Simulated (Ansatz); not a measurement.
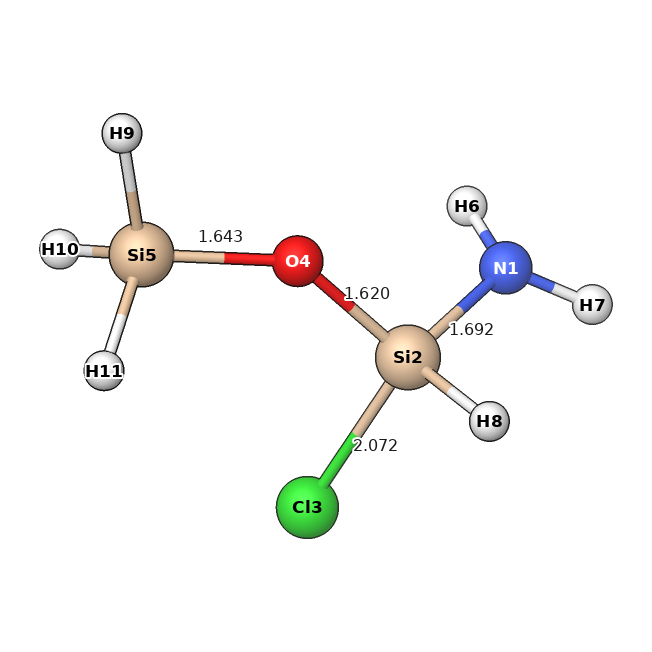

Bond lengths are marked in Å; every bond is drawn as one stick. The geometry was computed by an optimisation with PBE0-D4/def2-TZVP.

> Which of the marked bonds are single, double, triple or aromatic?

N1–Si2 single; Si2–Cl3 single; Si2–O4 single; O4–Si5 single.

> Write the SMILES.

N[Si@H](Cl)O[SiH3]
